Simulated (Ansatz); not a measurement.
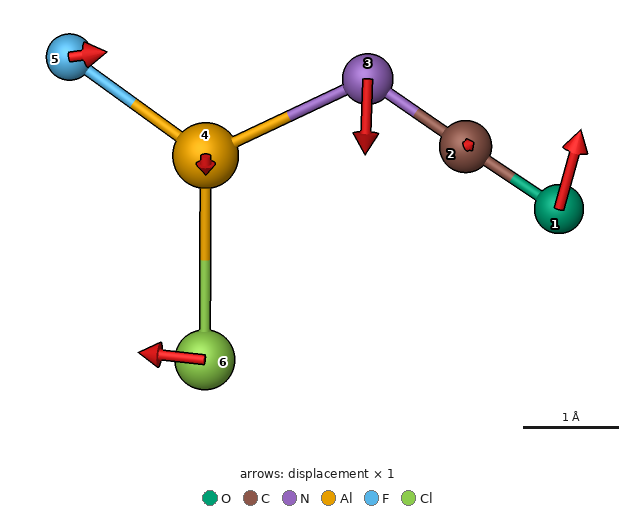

A relaxation of AlCNOClF (coarse preliminary run). The starting structure is drawn; red arrows show the displacements, at their true length. The two geometries are superimposed by the best rigid fit.

A ball-and-stick model, seen at a tilt.

The start comes from a force field.

Computed with RKS PBE-D4/def2-SVP (Ansatz).

Input
```yaml
crystal:
  periodic: [false, false, false]
  atoms:
    - {symbol: O, position_ang: [-1.613000, 0.457700, 2.114100]}
    - {symbol: C, position_ang: [-0.998500, -0.217900, 1.345000]}
    - {symbol: N, position_ang: [-0.343600, -0.949600, 0.556000]}
    - {symbol: Al, position_ang: [0.743200, -0.160600, -0.876500]}
    - {symbol: F, position_ang: [1.640300, -1.225200, -1.989600]}
    - {symbol: Cl, position_ang: [0.613600, 2.031600, -1.195300]}
basis:
  gaussian: {orbitals: def2-SVP}
hamiltonian: {xc: pbe, dispersion: d4}
relax: {f_tol: 0.03, max_steps: 200}
```

What did the optimiser do to the structure, and how much energy did it gain?

The largest move after the best rigid fit is that of O1, 0.91 Å. By element the largest moves are O 0.91 Å, N 0.82 Å, Cl 0.74 Å, F 0.43 Å, Al 0.24 Å, C 0.12 Å. Among the contacts that change: N3–Al4 1.964 → 1.761 Å, Al4–Cl6 2.219 → 2.085 Å, Al4–F5 1.782 → 1.664 Å, C2–N3 1.260 → 1.214 Å. Bond angles that change, for instance: C2–N3–Al4 120.7° → 179.9°, N3–Al4–Cl6 118.0° → 121.4°, F5–Al4–Cl6 122.0° → 119.2°. Over 12 geometry steps the energy falls by 0.833 eV. Largest force component: 2.1 eV/Å at the start, 0.0023 eV/Å at the end. The run took of the order of 40 core-seconds on a shared host.
